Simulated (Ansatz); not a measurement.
# Geometry relaxation of Zr$_{4}$ (charge +1)

System: Zr$_{4}$, charge +1, multiplicity 2.
Method: UKS r2SCAN-D4/def2-SVP (Ansatz 0.2.0).

The geometry: GFN2-xTB start. Figures and captions count atoms from 1; the log counts them from 0 in places.

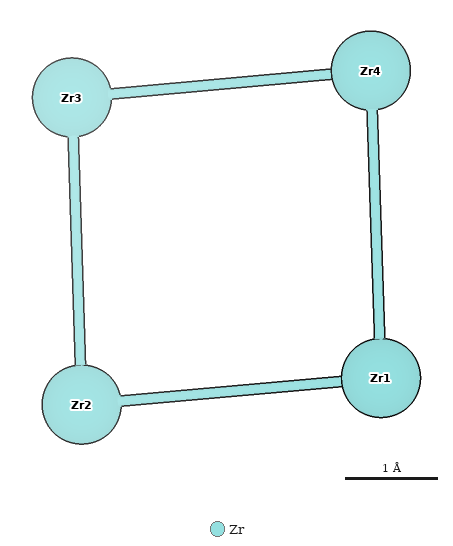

Fig. 1: The starting structure (ball-and-stick view, seen at an oblique angle; atoms are numbered from 1 in the order of the input). Sticks mark near contacts.

Key numbers

| quantity | value |
| --- | --- |
| outcome | converged |
| total energy | −5111.1818 eV |
| mean-field energy | −5111.1570 eV |
| dispersion energy | −0.0248 eV |
| ⟨S²⟩ | 2.789 |
| HOMO (either spin) | −7.42 eV |
| LUMO (either spin) | −6.44 eV |
| largest force (length of the vector) at the end | under 0.001 eV/Å |
| hardware | 4 threads of Arm Neoverse V1, 23 GiB of memory available, shared host |
| wall time | 6.2 min (CPU time 25 min) |
| peak memory | 0.48 GiB |

⟨S²⟩ is 2.79 against 0.75 for a pure state: the solution is spin-contaminated.

Input
```yaml
crystal:
  periodic: [false, false, false]
  atoms:
    - {symbol: Zr, position_ang: [0.429250, -2.373700, 0.262420]}
    - {symbol: Zr, position_ang: [2.378810, 0.463750, 0.021220]}
    - {symbol: Zr, position_ang: [-0.428780, 2.373550, -0.255540]}
    - {symbol: Zr, position_ang: [-2.379280, -0.463600, -0.028100]}
basis:
  gaussian: {orbitals: def2-SVP}
total_charge: 1
magnetization: {spin_polarized: true, initial_magnetization: 1}
hamiltonian: {xc: r2scan, dispersion: d4}
scf: {lower_state_search: "off"}
output: {orbitals: {seedname: orbitals}}
relax: {f_tol: 0.02, max_steps: 100}
```

Launch command:
```bash
ansatz run in.yaml --threads 4 --pin off --events-out ev --progress --plain --max-ram 3916MiB
```

The program's output
```
Functional definition: r2SCAN
  name "r2SCAN"
  cite "Furness, Kaplan, Ning, Perdew & Sun, J. Phys. Chem. Lett. 11, 8208 (2020) doi:10.1021/acs.jpclett.0c02405"
  cite "Furness, Kaplan, Ning, Perdew & Sun, J. Phys. Chem. Lett. 11, 9248 (2020) doi:10.1021/acs.jpclett.0c03077"
  parent r2scan
  parameter k0 = 0.174
  parameter k1 = 0.065
  parameter a1 = 4.9479
  exchange = r2scan_x(k0 = k0, k1 = k1, a1 = a1)
  correlation = r2scan_c
these checks for a lower state are left out or cut short: stability, starts, cluster_reference, orbital_swaps, neighbouring_geometries, increment
1112 factors; their error is unknown
mean field evaluation 1: about -5094.0244 eV, gradient 3.5e1 eV
mean field evaluation 2: about -5016.5989 eV, gradient 9.2e1 eV
mean field evaluation 4: about -5094.2556 eV, gradient 3.7e1 eV
mean field evaluation 8: about -5094.2560 eV, gradient 3.7e1 eV
mean field evaluation 16: about -5105.4288 eV, gradient 2.6e-1 eV
mean field evaluation 32: about -5105.6196 eV, gradient 1.0e-1 eV
mean field -5105.61618952 eV, -187.6279342540 hartree, gradient 2.1e-6 eV, S^2 5.056770; 0 other end points of the search recorded, 0 dependent functions left out
the calculation of the forces begins
reference -5105.61623621 eV, -187.6279359699 hartree; 24, 23 occupied and 100, 101 virtual orbitals, 1112 factors
relax step   1: F+E_penalty+E_count = -5105.64962928 eV  Δ(F+E_penalty+E_count) = +0.000e0 eV  max|allowed force component| = 1.915e0 eV/Å  Δτ_max = 0.0000 Å  (338 SCF iters, accepted)
these checks for a lower state are left out or cut short: stability, starts, cluster_reference, orbital_swaps, neighbouring_geometries, increment
1112 factors; their error is unknown
mean field evaluation 64: about -5107.1194 eV, gradient 1.2e-2 eV
mean field -5107.11943674 eV, -187.6831775703 hartree, gradient 1.6e-6 eV, S^2 4.639944; 0 other end points of the search recorded, 0 dependent functions left out
[... from here on the field's lines of each further geometry are left out, up to the last ...]
relax step   2: F+E_penalty+E_count = -5107.15351046 eV  Δ(F+E_penalty+E_count) = -1.504e0 eV  max|allowed force component| = 1.944e0 eV/Å  Δτ_max = 0.1998 Å  (180 SCF iters, accepted)
relax step   3: F+E_penalty+E_count = -5108.38727034 eV  Δ(F+E_penalty+E_count) = -1.234e0 eV  max|allowed force component| = 1.295e0 eV/Å  Δτ_max = 0.1950 Å  (109 SCF iters, accepted)
relax step   4: F+E_penalty+E_count = -5108.75212811 eV  Δ(F+E_penalty+E_count) = -3.649e-1 eV  max|allowed force component| = 5.531e-1 eV/Å  Δτ_max = 0.1949 Å  (98 SCF iters, accepted)
relax step   5: F+E_penalty+E_count = -5108.92897973 eV  Δ(F+E_penalty+E_count) = -1.769e-1 eV  max|allowed force component| = 4.006e-1 eV/Å  Δτ_max = 0.1653 Å  (62 SCF iters, accepted)
relax step   6: F+E_penalty+E_count = -5109.22722281 eV  Δ(F+E_penalty+E_count) = -2.982e-1 eV  max|allowed force component| = 9.625e-1 eV/Å  Δτ_max = 0.1953 Å  (68 SCF iters, accepted)
relax step   7: F+E_penalty+E_count = -5109.65983706 eV  Δ(F+E_penalty+E_count) = -4.326e-1 eV  max|allowed force component| = 1.128e0 eV/Å  Δτ_max = 0.1948 Å  (73 SCF iters, accepted)
relax step   8: F+E_penalty+E_count = -5109.80621262 eV  Δ(F+E_penalty+E_count) = -1.464e-1 eV  max|allowed force component| = 7.354e-1 eV/Å  Δτ_max = 0.1946 Å  (100 SCF iters, accepted)
relax step   9: F+E_penalty+E_count = -5109.85070992 eV  Δ(F+E_penalty+E_count) = -4.450e-2 eV  max|allowed force component| = 3.033e-1 eV/Å  Δτ_max = 0.0991 Å  (92 SCF iters, accepted)
relax step  10: F+E_penalty+E_count = -5110.01215801 eV  Δ(F+E_penalty+E_count) = -1.614e-1 eV  max|allowed force component| = 1.070e0 eV/Å  Δτ_max = 0.1931 Å  (140 SCF iters, accepted)
relax step  11: F+E_penalty+E_count = -5110.38338738 eV  Δ(F+E_penalty+E_count) = -3.712e-1 eV  max|allowed force component| = 1.219e0 eV/Å  Δτ_max = 0.2000 Å  (117 SCF iters, accepted)
relax step  12: F+E_penalty+E_count = -5110.75043905 eV  Δ(F+E_penalty+E_count) = -3.671e-1 eV  max|allowed force component| = 6.522e-1 eV/Å  Δτ_max = 0.1978 Å  (73 SCF iters, accepted)
relax step  13: F+E_penalty+E_count = -5110.83978983 eV  Δ(F+E_penalty+E_count) = -8.935e-2 eV  max|allowed force component| = 4.490e-1 eV/Å  Δτ_max = 0.1470 Å  (92 SCF iters, accepted)
relax step  14: F+E_penalty+E_count = -5110.86137828 eV  Δ(F+E_penalty+E_count) = -2.159e-2 eV  max|allowed force component| = 1.936e-1 eV/Å  Δτ_max = 0.0210 Å  (75 SCF iters, accepted)
relax step  15: F+E_penalty+E_count = -5111.08293036 eV  Δ(F+E_penalty+E_count) = -2.216e-1 eV  max|allowed force component| = 7.968e-1 eV/Å  Δτ_max = 0.0989 Å  (111 SCF iters, accepted)
relax step  16: F+E_penalty+E_count = -5110.96445127 eV  Δ(F+E_penalty+E_count) = +1.185e-1 eV  max|allowed force component| = 6.904e-1 eV/Å  Δτ_max = 0.1951 Å  (75 SCF iters, rejected (line search))
relax step  17: F+E_penalty+E_count = -5111.17774764 eV  Δ(F+E_penalty+E_count) = -9.482e-2 eV  max|allowed force component| = 1.480e-1 eV/Å  Δτ_max = 0.0943 Å  (91 SCF iters, accepted)
relax step  18: F+E_penalty+E_count = -5111.18129795 eV  Δ(F+E_penalty+E_count) = -3.550e-3 eV  max|allowed force component| = 5.457e-2 eV/Å  Δτ_max = 0.0235 Å  (67 SCF iters, accepted)
relax step  19: F+E_penalty+E_count = -5111.18133019 eV  Δ(F+E_penalty+E_count) = -3.225e-5 eV  max|allowed force component| = 4.230e-2 eV/Å  Δτ_max = 0.0104 Å  (60 SCF iters, accepted)
the calculation of the forces begins
reference -5111.15699427 eV, -187.8315550728 hartree; 24, 23 occupied and 100, 101 virtual orbitals, 1112 factors
relax step  20: F+E_penalty+E_count = -5111.18173309 eV  Δ(F+E_penalty+E_count) = -4.029e-4 eV  max|allowed force component| = 3.255e-3 eV/Å  Δτ_max = 0.0054 Å  (54 SCF iters, accepted)
these checks for a lower state are left out or cut short: stability, starts, cluster_reference, orbital_swaps, neighbouring_geometries, increment
1112 factors; their error is unknown
mean field -5111.15695659 eV, -187.8315536880 hartree, gradient 4.2e-6 eV, S^2 2.789276; 0 other end points of the search recorded, 0 dependent functions left out
the calculation of the forces begins
reference -5111.15699589 eV, -187.8315551324 hartree; 24, 23 occupied and 100, 101 virtual orbitals, 1112 factors
relax step  21: F+E_penalty+E_count = -5111.18173470 eV  Δ(F+E_penalty+E_count) = -1.607e-6 eV  max|allowed force component| = 2.724e-4 eV/Å  Δτ_max = 0.0004 Å  (42 SCF iters, accepted)
```

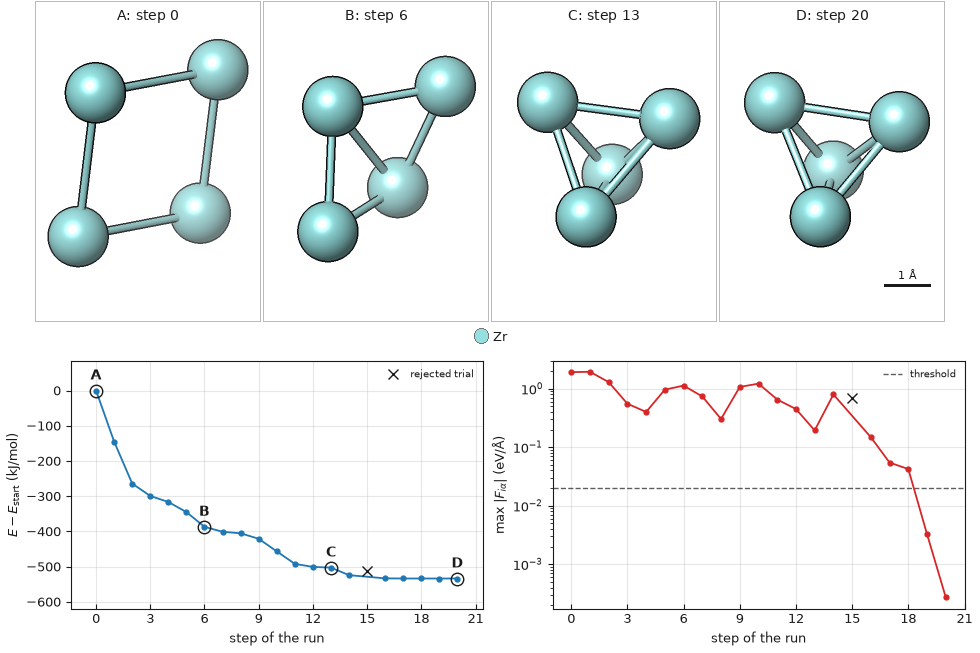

Fig. 2: Frames of the relaxation (ball-and-stick view, seen at a tilt) above the curves, on which the letters mark them (the first geometry is step 0 here and step 1 in the log).

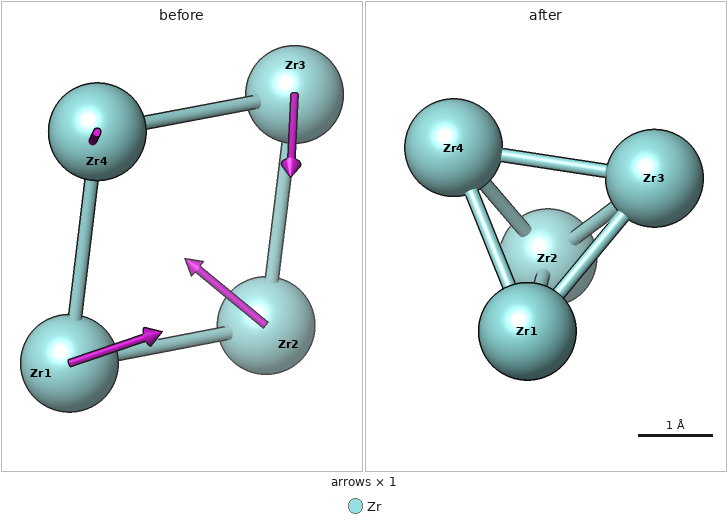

Fig. 3: Before (left) and after (right) the relaxation, at one scale (ball-and-stick view, seen at a tilt). The pink arrows give the displacements, at true length. Over 20 geometry steps the energy falls by 533.8 kJ/mol. Largest force component: 1.9 eV/Å at the start, 0.00027 eV/Å at the end. The line search rejected the trial step at point 15 (counted from 0) and went back. The largest moves after the best rigid fit, 1.45 Å, are those of Zr2, Zr3 and Zr4. Among the contacts that change: Zr2–Zr4 4.848 → 2.731 Å, Zr1–Zr3 4.852 → 2.751 Å, Zr3–Zr4 3.450 → 2.774 Å, Zr1–Zr2 3.451 → 2.783 Å. New bonds form: Zr1–Zr3 (4.85 → 2.75 Å), Zr2–Zr4 (4.85 → 2.73 Å). Among the angles that change: Zr1–Zr2–Zr3 90.1° → 59.3°. (Atoms are counted from 1 in the order of the input.)

```
Total energy: -5111.18177400 eV, -187.8324657112 hartree
Atom 0 at     0.190873    -1.269629     1.117010 Å, force     0.000030    -0.000165     0.000211 eV/Å
Atom 1 at     1.401453     0.180708    -0.927184 Å, force    -0.000225    -0.000006    -0.000129 eV/Å
Atom 2 at    -0.314424     1.422927     0.864571 Å, force     0.000058     0.000224     0.000191 eV/Å
Atom 3 at    -1.277902    -0.334007    -1.054397 Å, force     0.000137    -0.000053    -0.000272 eV/Å
Dipole moment:    -0.002219    -0.002777     0.057945 e Å
Checks for a lower state left out: stability, starts, cluster_reference, orbital_swaps, neighbouring_geometries, increment
```

Trajectory as extended XYZ (Å, eV, eV/Å), 21 frames, from step=1 to step=21
```
4
Properties=species:S:1:pos:R:3:forces:R:3 step=1 energy=-5105.64963
Zr    0.4293   -2.3737    0.2624    0.1604   1.9154  -0.1963
Zr    2.3788    0.4637    0.0212   -1.8551  -0.7750   0.0267
Zr   -0.4288    2.3735   -0.2555    0.0346  -1.8564   0.1906
Zr   -2.3793   -0.4636   -0.0281    1.6601   0.7159  -0.0209
4
Properties=species:S:1:pos:R:3:forces:R:3 step=2 energy=-5107.15351
Zr    0.4471   -2.1852    0.2436    0.1282   1.9202  -0.1974
Zr    2.1954    0.3845    0.0237   -1.7826  -0.7724   0.0281
Zr   -0.4287    2.1908   -0.2365   -0.0604  -1.9442   0.1970
Zr   -2.2138   -0.3901   -0.0308    1.7149   0.7965  -0.0278
4
Properties=species:S:1:pos:R:3:forces:R:3 step=3 energy=-5108.38727
Zr    0.4527   -1.9946    0.2243   -0.1730   0.9900  -0.0489
Zr    2.0208    0.3149    0.0253   -1.0515  -0.1837  -0.0727
Zr   -0.4290    1.9969   -0.2161    0.0032  -1.2951   0.1922
Zr   -2.0445   -0.3171   -0.0335    1.2213   0.4888  -0.0707
4
Properties=species:S:1:pos:R:3:forces:R:3 step=4 energy=-5108.75213
Zr    0.4017   -1.8726    0.2301   -0.1977  -0.3187   0.2326
Zr    1.8707    0.3166    0.0003    0.3435   0.1624  -0.2190
Zr   -0.4143    1.8194   -0.1774    0.0800   0.5531   0.1685
Zr   -1.8581   -0.2633   -0.0530   -0.2258  -0.3969  -0.1821
4
Properties=species:S:1:pos:R:3:forces:R:3 step=5 energy=-5108.92898
Zr    0.3869   -1.9073    0.3741    0.0370   0.0664   0.2052
Zr    1.8499    0.3012   -0.1424   -0.4006  -0.1342  -0.2074
Zr   -0.4247    1.9059   -0.0370    0.0386   0.0938   0.2267
Zr   -1.8120   -0.2998   -0.1946    0.3250  -0.0261  -0.2245
4
Properties=species:S:1:pos:R:3:forces:R:3 step=6 energy=-5109.22722
Zr    0.3812   -1.9503    0.5125    0.1917   0.1049   0.2122
Zr    1.7308    0.2699   -0.2790   -0.9625  -0.4051  -0.1945
Zr   -0.4402    1.9873    0.0969   -0.1501  -0.0420   0.2225
Zr   -1.6718   -0.3069   -0.3304    0.9209   0.3422  -0.2403
4
Properties=species:S:1:pos:R:3:forces:R:3 step=7 energy=-5109.65984
Zr    0.3856   -1.9917    0.6124    0.0584   0.2784   0.0409
Zr    1.5822    0.2296   -0.3761   -1.0372  -0.4310  -0.0931
Zr   -0.4630    2.0496    0.1925   -0.1493  -0.1734   0.1186
Zr   -1.5048   -0.2876   -0.4288    1.1281   0.3260  -0.0663
4
Properties=species:S:1:pos:R:3:forces:R:3 step=8 energy=-5109.80621
Zr    0.3838   -2.0110    0.6578    0.0805   0.0365  -0.0714
Zr    1.4250    0.1864   -0.4265    0.6675  -0.0130   0.0909
Zr   -0.4906    2.0790    0.2421   -0.0126   0.1172  -0.0176
Zr   -1.3182   -0.2544   -0.4733   -0.7354  -0.1406  -0.0019
4
Properties=species:S:1:pos:R:3:forces:R:3 step=9 energy=-5109.85071
Zr    0.3845   -1.9334    0.6983    0.0406   0.3033  -0.0288
Zr    1.4974    0.1734   -0.4678   -0.2276  -0.1700   0.0148
Zr   -0.4818    2.0314    0.2958   -0.0187  -0.2835   0.0321
Zr   -1.4002   -0.2714   -0.5263    0.2057   0.1503  -0.0181
4
Properties=species:S:1:pos:R:3:forces:R:3 step=10 energy=-5110.01216
Zr    0.3545   -1.7684    0.7940   -0.1911   0.6110   0.2193
Zr    1.5508    0.1597   -0.5727   -0.3234   0.1735  -0.1854
Zr   -0.4595    1.8950    0.4235    0.1949  -1.0701   0.0716
Zr   -1.4458   -0.2863   -0.6448    0.3196   0.2857  -0.1055
4
Properties=species:S:1:pos:R:3:forces:R:3 step=11 energy=-5110.38339
Zr    0.3091   -1.6083    0.8951   -0.2983   1.1382  -0.2162
Zr    1.5942    0.1676   -0.6824   -1.0633   0.0655   0.1716
Zr   -0.4251    1.7486    0.5552    0.5202  -1.2188  -0.0375
Zr   -1.4783   -0.3079   -0.7679    0.8413   0.0151   0.0821
4
Properties=species:S:1:pos:R:3:forces:R:3 step=12 energy=-5110.75044
Zr    0.2522   -1.4461    0.9580   -0.3006   0.3863  -0.0290
Zr    1.5554    0.1894   -0.7531   -0.6522   0.1993   0.0135
Zr   -0.3645    1.5874    0.6525    0.3486  -0.5448  -0.0730
Zr   -1.4430   -0.3306   -0.8575    0.6042  -0.0407   0.0885
4
Properties=species:S:1:pos:R:3:forces:R:3 step=13 energy=-5110.83979
Zr    0.1832   -1.3536    1.0160    0.0918  -0.2536   0.3872
Zr    1.4868    0.2353   -0.8165    0.4490   0.0351  -0.2933
Zr   -0.3024    1.4726    0.7202   -0.1322   0.2108   0.2290
Zr   -1.3676   -0.3544   -0.9196   -0.4087   0.0076  -0.3229
4
Properties=species:S:1:pos:R:3:forces:R:3 step=14 energy=-5110.86138
Zr    0.1792   -1.3532    1.0334    0.0594   0.0350   0.1775
Zr    1.5009    0.2407   -0.8311    0.1936  -0.0183  -0.1323
Zr   -0.2991    1.4711    0.7322   -0.0639  -0.0571   0.1245
Zr   -1.3809   -0.3587   -0.9344   -0.1891   0.0404  -0.1697
4
Properties=species:S:1:pos:R:3:forces:R:3 step=15 energy=-5111.08293
Zr    0.2076   -1.2959    1.1088   -0.0392   0.1550  -0.3491
Zr    1.4815    0.2011   -0.8907   -0.7635  -0.3172   0.0330
Zr   -0.3259    1.4061    0.7931    0.0059   0.3049   0.2795
Zr   -1.3632   -0.3113   -1.0112    0.7968  -0.1428   0.0366
4
Properties=species:S:1:pos:R:3:forces:R:3 step=16 energy=-5110.96445 accepted=F
Zr    0.2701   -1.1993    1.2269   -0.2896  -0.3649  -0.6306
Zr    1.3812    0.0943   -1.0012   -0.0338   0.3016   0.4192
Zr   -0.3931    1.3235    0.9213    0.3647   0.6904  -0.0933
Zr   -1.2582   -0.2185   -1.1470   -0.0413  -0.6272   0.3047
4
Properties=species:S:1:pos:R:3:forces:R:3 step=17 energy=-5111.17775
Zr    0.1959   -1.2816    1.1073   -0.0153   0.1389   0.0443
Zr    1.4042    0.1739   -0.9222    0.0401   0.0574   0.0277
Zr   -0.3247    1.4375    0.8555    0.1033  -0.1480   0.0298
Zr   -1.2755   -0.3298   -1.0406   -0.1281  -0.0483  -0.1018
4
Properties=species:S:1:pos:R:3:forces:R:3 step=18 energy=-5111.18130
Zr    0.1889   -1.2669    1.1153    0.0090  -0.0433   0.0061
Zr    1.4038    0.1835   -0.9250   -0.0275  -0.0202  -0.0194
Zr   -0.3106    1.4212    0.8649   -0.0361   0.0326  -0.0104
Zr   -1.2821   -0.3377   -1.0551    0.0546   0.0309   0.0237
4
Properties=species:S:1:pos:R:3:forces:R:3 step=19 energy=-5111.18133
Zr    0.1946   -1.2716    1.1167   -0.0202   0.0294   0.0044
Zr    1.4011    0.1764   -0.9273    0.0144   0.0308   0.0087
Zr   -0.3196    1.4248    0.8634    0.0423  -0.0265   0.0095
Zr   -1.2761   -0.3295   -1.0528   -0.0366  -0.0338  -0.0227
4
Properties=species:S:1:pos:R:3:forces:R:3 step=20 energy=-5111.18173
Zr    0.1910   -1.2695    1.1166   -0.0011  -0.0020   0.0033
Zr    1.4016    0.1805   -0.9269   -0.0005   0.0020  -0.0019
Zr   -0.3145    1.4231    0.8645    0.0007  -0.0007  -0.0008
Zr   -1.2781   -0.3340   -1.0543    0.0009   0.0006  -0.0006
4
Properties=species:S:1:pos:R:3:forces:R:3 step=21 energy=-5111.18174
Zr    0.1909   -1.2696    1.1170    0.0000  -0.0002   0.0002
Zr    1.4015    0.1807   -0.9272   -0.0002   0.0000  -0.0001
Zr   -0.3144    1.4229    0.8646    0.0001   0.0002   0.0002
Zr   -1.2779   -0.3340   -1.0544    0.0001  -0.0001  -0.0003
```

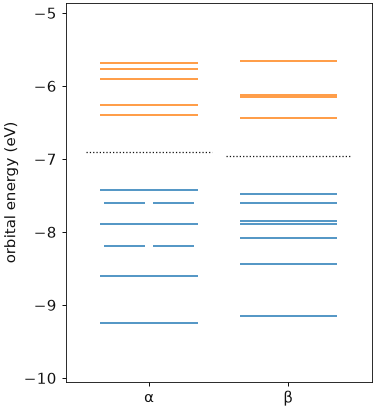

Fig. 4: Orbital energies near the frontier for α and β spins; the dotted line parts filled from empty levels, and levels within 0.02 eV of each other stand side by side. α: highest filled −7.42 eV, lowest empty −6.39 eV, 1.03 eV apart; β: highest filled −7.48 eV, lowest empty −6.44 eV, 1.04 eV apart.
